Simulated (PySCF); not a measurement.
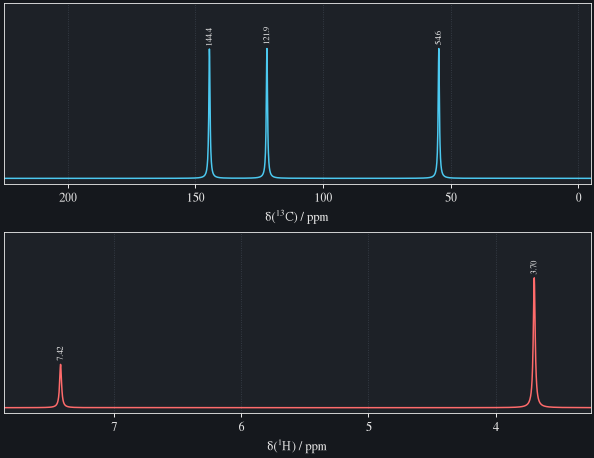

GIAO shifts, B3LYP/pcSseg-2 in PySCF 2.14.0, at a PBE0-D3(BJ)/def2-SVP geometry (no frequency check), against TMS for ¹³C and TMS for ¹H computed at the same level. Gas phase, fully decoupled, line heights follow the number of nuclei, widths are arbitrary (no quadrupolar broadening); values of one conformer, averaged over methyl-type rotors and exact or near symmetry.

### Which molecule was computed?
A. C₃H₂ClN₂⁻, SMILES Clc1cn[n-]c1
B. C₂H₂FS⁻, SMILES C=C(F)[S-]
C. C₃H₄N₂, SMILES C/N=C/C#N
D. C₃H₃F₃O, SMILES CC(=O)C(F)(F)F

C. Its ¹³C signals: 144.4 (1 C), 121.9 (1 C), 54.6 (1 C) ppm. Its ¹H signals: 7.42 (1 H), 3.70 (3 H) ppm.
